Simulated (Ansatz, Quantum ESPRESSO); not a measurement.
## SrVO3 in the perovskite structure: Hubbard U from linear response

Linear response gives U from how a shell's filling answers a small shift of its potential. The runs below do this for SrVO3 in the perovskite structure.

Program: Quantum ESPRESSO 7.5. Level of theory: functionals named at each step; plane waves, U on orthogonalised atomic orbitals unless named otherwise, collinear spin, no spin–orbit coupling. Results are calculated unless marked as measured.

## 1. Set-up

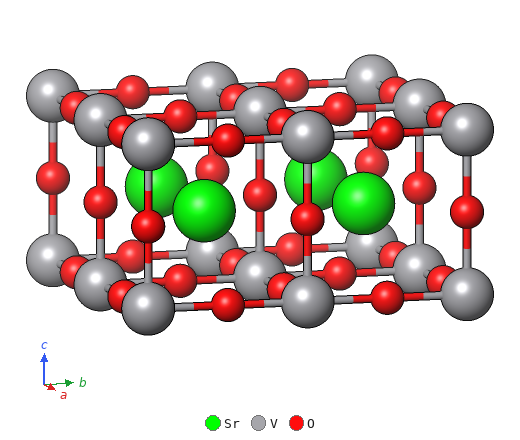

The starting structure, seen slightly off an axis (strontium green, vanadium grey, oxygen red). 2×2×1 cells are drawn. Some periodic images of atoms are drawn too.

This cell was built for the study (perovskite prototype, lattice typed by the model), not taken from an experiment.

The parent cell was relaxed beforehand in Ansatz under PBEsol, from parallel moments.

## 2. The magnetic state

The response depends on the magnetic state, so a state is chosen first, with a typed U.

One start converged, under PBEsol with U = 2.88 eV on V d, ortho-atomic projectors, Quantum ESPRESSO with GBRV potentials.

File pw.in:

```
&control
  calculation = 'scf'
  prefix = 'pw'
  outdir = './tmp/'
  pseudo_dir = './pseudo/'
  verbosity = 'low'
/
&system
  ibrav = 0
  nat = 5
  ntyp = 3
  ecutwfc = 45
  ecutrho = 360
  nbnd = 31
  occupations = 'smearing'
  smearing = 'fd'
  degauss = 0.00367493
  nspin = 2
  starting_magnetization(1) = 0.1538
/
&electrons
  conv_thr = 1.2e-08
  electron_maxstep = 120
  mixing_beta = 0.3
  mixing_mode = 'plain'
/
ATOMIC_SPECIES
  V 50.9415 V.upf
  Sr 87.6200 Sr.upf
  O 15.9990 O.upf
CELL_PARAMETERS angstrom
  3.80991173 0.00000000 0.00000000
  0.00000000 3.80991173 0.00000000
  0.00000000 0.00000000 3.80991173
ATOMIC_POSITIONS crystal
  V 0.00000000 0.00000000 0.00000000
  Sr 0.50000000 0.50000000 0.50000000
  O 0.50000000 0.00000000 0.00000000
  O 0.00000000 0.50000000 0.00000000
  O 0.00000000 0.00000000 0.50000000
K_POINTS automatic
  5 5 5 0 0 0
HUBBARD {ortho-atomic}
U V-3d 2.88
```

Started as:

```bash
$ OMP_NUM_THREADS=1 mpirun -n 8 pw.x -nk 8 -in pw.in > pw.out
```

What it wrote:

```text
Program PWSCF v.7.5 starts
[...]
unit-cell volume          =     373.1997 (a.u.)^3
     number of atoms/cell      =            5
[...]
number of electrons       =        41.00
     number of Kohn-Sham states=           31
     kinetic-energy cutoff     =      45.0000  Ry
     charge density cutoff     =     360.0000  Ry
     scf convergence threshold =      1.2E-08
[...]
Exchange-correlation= SLA  PW   PSX  PSC
[...]
Hubbard projectors: ortho-atomic
     Hubbard parameters of DFT+U (Dudarev formulation) in eV:
[...]
atomic species   magnetization
[...]
48 Sym. Ops., with inversion, found
[...]
number of k points=    10  Fermi-Dirac smearing, width (Ry)=  0.0037
[...]
Number of occupied Hubbard levels =    3.0000
     Atomic wfc used for Hubbard projectors are orthogonalized
[...]
iteration #  1     ecut=    45.00 Ry     beta= 0.30
[...]
Number of occupied Hubbard levels =    2.2595
[...]
total energy              =    -311.73867816 Ry
     estimated scf accuracy    <       1.88961788 Ry
     total magnetization       =     1.00 Bohr mag/cell
     absolute magnetization    =     1.32 Bohr mag/cell
     iteration #  2     ecut=    45.00 Ry     beta= 0.30
[...]
total energy              =    -312.07732954 Ry
     estimated scf accuracy    <       0.22320340 Ry
[...]
k = 0.0000 0.0000 0.2000 (  1903 PWs)   bands (ev):
[...]
15.1452  17.0571  17.0966  18.6120  19.3543  19.9025  19.9025
          k = 0.0000 0.0000 0.4000 (  1912 PWs)   bands (ev):
[...]
16.2879  18.2893  18.4358  19.2430  20.7186  20.7186  20.8153
[...]
------ SPIN DOWN ----------
[...]
k = 0.2000 0.4000 0.4000 (  1907 PWs)   bands (ev):
[...]
18.6135  19.0770  19.4894  19.6929  19.9865  21.0171  22.8111
          k = 0.4000 0.4000 0.4000 (  1890 PWs)   bands (ev):
[...]
-3.6961  -3.6961  -3.4837   5.8199   6.6026   6.6026   6.9804   7.2107
     7.2107  10.5243  10.5243  10.6925  15.4130  15.4327  15.4327  18.4260
    18.4260  18.6043  18.8428  18.8428  20.8121  20.8121  22.1375
     the Fermi energy is    12.4523 ev
!    total energy              =    -312.11723296 Ry
     estimated scf accuracy    <       0.00000001 Ry
     smearing contrib. (-TS)   =      -0.00069499 Ry
     internal energy E=F+TS    =    -312.11653797 Ry
     The total energy is F=E-TS. E is the sum of the following terms:
     one-electron contribution =     -92.41019643 Ry
     hartree contribution      =      69.91287873 Ry
     xc contribution           =     -59.45980064 Ry
     ewald contribution        =    -230.37009723 Ry
     Hubbard energy            =       0.21067761 Ry
     total magnetization       =     1.00 Bohr mag/cell
     absolute magnetization    =     1.39 Bohr mag/cell
     convergence has been achieved in  11 iterations
=------------------------------------------------------------------------------=
   JOB DONE.
=------------------------------------------------------------------------------=
```

Elapsed: 5 s, on 8 MPI ranks of Arm Neoverse V2, shared host; peak memory 0.76 GiB; 39 s of CPU time.

Spin moment in the sphere by atom:

```csv
atom,spin moment in the sphere (μB)
Sr1,0.001
V2,0.877
O3,-0.057
O4,-0.057
O5,-0.057
```

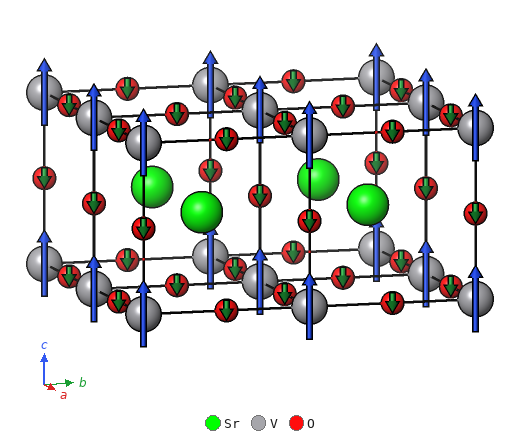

Spin moment in the sphere as arrows, the longest 0.877 μB. Up and down stand for the sign. Arrows give size and sign along the axis of quantisation, drawn up and down the page. Each arrow also spans its atom, so small moments look longer than they are. The two directions have two colours. 2×2×1 cells are drawn. Some periodic images of atoms are drawn too.

## 3. Reference state for the response (PBEsol, q = 0 alone, QE, GBRV)

The response needs a tightly converged ground state with the Hubbard machinery on and a vanishing or chosen U.

The potential files are GBRV's for PBEsol; pw.x takes the functional from them. The tables below number the atoms in the order of the source structure, while pw.in lists the atoms with a U first.

pw.in: that of step 2 with these lines changed.

```diff
@@ -13,3 +13,4 @@
   ecutrho = 360
-  nbnd = 31
+  nbnd = 30
+  force_symmorphic = .true.
   occupations = 'smearing'
@@ -18,6 +19,6 @@
   nspin = 2
-  starting_magnetization(1) = 0.1538
+  starting_magnetization(1) = 0.0769
 /
 &electrons
-  conv_thr = 1.2e-08
+  conv_thr = 1.2e-11
   electron_maxstep = 120
@@ -43,2 +44,2 @@
 HUBBARD {ortho-atomic}
-U V-3d 2.88
+U V-3d 1e-08
```

What it wrote:

```text
[banner, memory and clock lines left out]
Program PWSCF v.7.5 starts
[...]
unit-cell volume          =     373.1997 (a.u.)^3
     number of atoms/cell      =            5
[...]
number of electrons       =        41.00
     number of Kohn-Sham states=           30
     kinetic-energy cutoff     =      45.0000  Ry
     charge density cutoff     =     360.0000  Ry
     scf convergence threshold =      1.2E-11
[...]
Exchange-correlation= SLA  PW   PSX  PSC
[...]
Hubbard projectors: ortho-atomic
     Hubbard parameters of DFT+U (Dudarev formulation) in eV:
[...]
atomic species   magnetization
[...]
48 Sym. Ops., with inversion, found
[...]
number of k points=    10  Fermi-Dirac smearing, width (Ry)=  0.0037
[...]
Number of occupied Hubbard levels =    3.0000
     Atomic wfc used for Hubbard projectors are orthogonalized
[...]
iteration #  1     ecut=    45.00 Ry     beta= 0.30
[...]
Number of occupied Hubbard levels =    2.3448
[...]
total energy              =    -311.96288438 Ry
     estimated scf accuracy    <       1.77744706 Ry
     total magnetization       =     0.76 Bohr mag/cell
     absolute magnetization    =     0.78 Bohr mag/cell
     iteration #  2     ecut=    45.00 Ry     beta= 0.30
[...]
total energy              =    -312.26186452 Ry
     estimated scf accuracy    <       0.39814025 Ry
[...]
-3.5169  -3.5169  -3.5169   7.5411   7.5411   7.5411   9.4991   9.4991
     9.4991  10.4188  10.4188  10.4188  11.5027  11.5027  11.5027  14.0374
    14.0374  16.3167  16.3167  17.6245  19.4290  19.4290
          k = 0.0000 0.0000 0.2000 (  1903 PWs)   bands (ev):
[...]
15.1424  17.0043  17.0351  18.5555  19.3487  19.8895
          k = 0.0000 0.0000 0.4000 (  1912 PWs)   bands (ev):
[...]
16.2989  18.2135  18.3741  19.2146  20.6655  20.7622
[...]
------ SPIN DOWN ----------
[...]
k = 0.2000 0.4000 0.4000 (  1907 PWs)   bands (ev):
[...]
18.3703  19.0305  19.4407  19.6430  19.9447  20.9768
          k = 0.4000 0.4000 0.4000 (  1890 PWs)   bands (ev):
[...]
-3.7522  -3.7522  -3.5342   5.8045   6.4138   6.4138   6.7552   6.9805
     6.9805  10.5017  10.5017  10.6708  14.6725  14.6913  14.6913  18.2522
    18.2522  18.5547  18.7281  18.7281  20.7700  20.7700
     the Fermi energy is    12.8247 ev
!    total energy              =    -312.33651591 Ry
     estimated scf accuracy    <          2.2E-12 Ry
     smearing contrib. (-TS)   =      -0.00101952 Ry
     internal energy E=F+TS    =    -312.33549638 Ry
     The total energy is F=E-TS. E is the sum of the following terms:
     one-electron contribution =     -92.57405192 Ry
     hartree contribution      =      70.04504861 Ry
     xc contribution           =     -59.43639584 Ry
     ewald contribution        =    -230.37009723 Ry
     Hubbard energy            =       0.00000000 Ry
     total magnetization       =     0.75 Bohr mag/cell
     absolute magnetization    =     0.78 Bohr mag/cell
     convergence has been achieved in  15 iterations
```

The job ended after 6.2 s (8 MPI ranks; peak memory 0.77 GiB; 49 s of CPU time).

Read from the output:

```yaml
magnetization: 0.75 μB
final_state: ferromagnetic
largest_moment: 0.554 μB
```

The largest moment is 0.55 μB here against 0.88 μB in the state chosen above, so the response is measured on a state that differs from it.

## 4. PBEsol, q = 0 alone, QE, GBRV

The cheapest recipe shifts the site in the one cell. hp.x does this by perturbation theory on a saved ground state with a vanishing U.

File hp.in:

```
&inputhp
  prefix = 'pw'
  outdir = './tmp/'
  nq1 = 1, nq2 = 1, nq3 = 1
  conv_thr_chi = 1.0e-06
  iverbosity = 2
/
```

Started as:

```bash
$ OMP_NUM_THREADS=1 mpirun -n 8 hp.x -nk 8 -in hp.in > hp.out
```

What it wrote:

```text
[banner, memory and clock lines left out]
Program HP v.7.5 starts
[...]
Calculation of Hubbard parameters using the HP code based on DFPT
[...]
Exchange-correlation= PBESOL
[...]
unit-cell volume          =      373.1997 (a.u.)^3
     number of atoms/cell      =             5
[...]
Input Hubbard parameters (in eV):
[...]
The grid of q-points ( 1, 1, 1)  (  1 q-points ) :
[...]
Calculation for q #   1 = (   0.0000000   0.0000000   0.0000000 )
[...]
G cutoff =  472.6834  (  43003 G-vectors)     FFT grid: ( 45, 45, 45)
     G cutoff =  236.3417  (  15275 G-vectors)  smooth grid: ( 32, 32, 32)
[...]
Atomic wfc used for the projector on the Hubbard manifold are orthogonalized
[...]
atom #  1   q point #   1   iter #   1
[...]
chi:   1  -0.4354553887
[...]
atom #  1   q point #   1   iter #   2
[...]
chi:   1   0.0639488869   residue:    0.4994042756
[...]
atom #  1   q point #   1   iter #   3
[...]
chi:   1  -0.1462270582   residue:    0.2101759451
[...]
atom #  1   q point #   1   iter #   4
[...]
chi:   1  -0.1377828911   residue:    0.0084441671
[...]
atom #  1   q point #   1   iter #   5
[...]
chi:   1  -0.1364130760   residue:    0.0013698151
[...]
atom #  1   q point #   1   iter #   6
[...]
chi:   1  -0.1361403073   residue:    0.0002727687
[...]
chi:   1  -0.1361675655   residue:    0.0000272582
[...]
atom #  1   q point #   1   iter #  11
[...]
chi:   1  -0.1362080276   residue:    0.0000035637
[...]
atom #  1   q point #   1   iter #  12
[...]
chi:   1  -0.1362070068   residue:    0.0000010207
[...]
atom #  1   q point #   1   iter #  13
[...]
chi:   1  -0.1362075821   residue:    0.0000005753
[...]
CONVERGENCE HAS BEEN REACHED
[...]
q #   1 =  0.000000000   0.000000000   0.000000000
     Post-processing calculation of Hubbard parameters ...
[...]
```

The job ended after 22 s (8 MPI ranks; peak memory 0.94 GiB; 2.9 min of CPU time).

Bare and screened response, and U:

```csv
site,electrons,χ₀ (1/eV),χ (1/eV),U (eV)
V (site 1 of hp.x),3.389,-0.4355,-0.1362,5.05
```

For V the on-site elements alone give 1/χ₀ − 1/χ = 5.05 eV, and the program reports 5.05 eV from the full matrices.

Hubbard_parameters.dat:

```text
=-------------------------------------------------------------------------------=

                                 Hubbard U parameters:

       site n.  type  label  spin  new_type  new_label  manifold  Hubbard U (eV)
         1        1   V        1      1         V          3d       5.0453

  =-------------------------------------------------------------------------------=

          chi0 matrix :
   -0.435455

          chi matrix :
   -0.136208

        chi0^{-1} matrix :
   -2.296446

        chi^{-1} matrix :
   -7.341735

         Hubbard matrix :
    5.045289
```

U on V is 5.05 eV. All images of the site are shifted together here, so the value is not converged.

The response is measured on a state that is ferromagnetic, 0.6 μB.

## 5. SCF at the computed U (PBEsol+U (5.05 eV, computed), QE, GBRV)

A last run at the computed value shows what it does to the state.

pw.in: that of step 3 with these lines changed.

```diff
@@ -14,3 +14,2 @@
   nbnd = 30
-  force_symmorphic = .true.
   occupations = 'smearing'
@@ -22,3 +21,3 @@
 &electrons
-  conv_thr = 1.2e-11
+  conv_thr = 1.2e-08
   electron_maxstep = 120
@@ -44,2 +43,2 @@
 HUBBARD {ortho-atomic}
-U V-3d 1e-08
+U V-3d 5.05
```

Started as:

```bash
$ OMP_NUM_THREADS=1 mpirun -n 8 pw.x -nk 8 -in pw.in > pw.out
```

What it wrote:

```text
[banner, memory and clock lines left out]
Program PWSCF v.7.5 starts
[...]
unit-cell volume          =     373.1997 (a.u.)^3
     number of atoms/cell      =            5
[...]
number of electrons       =        41.00
     number of Kohn-Sham states=           30
     kinetic-energy cutoff     =      45.0000  Ry
     charge density cutoff     =     360.0000  Ry
[...]
The total energy is F=E-TS. E is the sum of the following terms:
     one-electron contribution =     -92.32085351 Ry
     hartree contribution      =      69.84826448 Ry
     xc contribution           =     -59.47209351 Ry
     ewald contribution        =    -230.37009723 Ry
     Hubbard energy            =       0.35371567 Ry
     total magnetization       =     1.00 Bohr mag/cell
     absolute magnetization    =     1.71 Bohr mag/cell
     convergence has been achieved in  12 iterations
[key lines of the parts left out:]
!    total energy              =    -311.96175966 Ry
the Fermi energy is    12.1586 ev
```

Wall time 5.2 s (8 MPI ranks); peak memory 0.76 GiB; 41 s of CPU time.

This step gave:

```
magnetization  : 1 μB
final state    : ferromagnetic
largest moment : 0.993 μB
```

## 6. Reference state for the response (PBEsol, q-mesh 2×2×2, QE, GBRV)

The response needs a tightly converged ground state with the Hubbard machinery on and a vanishing or chosen U.

pw.in: that of step 5 with these lines changed.

```diff
@@ -14,2 +14,3 @@
   nbnd = 30
+  force_symmorphic = .true.
   occupations = 'smearing'
@@ -21,3 +22,3 @@
 &electrons
-  conv_thr = 1.2e-08
+  conv_thr = 1.2e-11
   electron_maxstep = 120
@@ -41,4 +42,4 @@
 K_POINTS automatic
-  5 5 5 0 0 0
+  6 6 6 0 0 0
 HUBBARD {ortho-atomic}
-U V-3d 5.05
+U V-3d 1e-08
```

What it wrote:

```text
[banner, memory and clock lines left out]
Program PWSCF v.7.5 starts
[...]
unit-cell volume          =     373.1997 (a.u.)^3
     number of atoms/cell      =            5
[...]
number of electrons       =        41.00
     number of Kohn-Sham states=           30
     kinetic-energy cutoff     =      45.0000  Ry
     charge density cutoff     =     360.0000  Ry
     scf convergence threshold =      1.2E-11
[...]
estimated scf accuracy    <          3.8E-12 Ry
[...]
one-electron contribution =     -92.57744790 Ry
     hartree contribution      =      70.02717875 Ry
     xc contribution           =     -59.41732946 Ry
     ewald contribution        =    -230.37009723 Ry
     Hubbard energy            =       0.00000000 Ry
     total magnetization       =     0.00 Bohr mag/cell
     absolute magnetization    =     0.00 Bohr mag/cell
     convergence has been achieved in  68 iterations
[...]
[key lines of the parts left out:]
!    total energy              =    -312.33892933 Ry
```

Run time: 32 s. Hardware: 8 MPI ranks; peak memory 0.78 GiB; 4.2 min of CPU time.

Numbers from this step:

- magnetization: 0 μB
- final state: non-magnetic
- largest moment: 0 μB

The largest moment is 0.00 μB here against 0.88 μB in the state chosen above, so the response is measured on a state that differs from it.

[end of part 1 of 4]

[Logs and program files are shortened in this print: banners, set-up blocks, solver, clock and traceback lines can be left out without a mark of their own.]

[Logs are printed without paths, hosts, clocks, repeated set-up lines and the standing remarks that a program may print on its own settings, such as how far it seeks lower states.]

[Hosts, paths, dates, database ids (printed as entryN), source tags and the programs' standing remarks are cut or masked in the printed files.]

[Where a cell is said to come from a database of computed structures, the database is the Materials Project.]
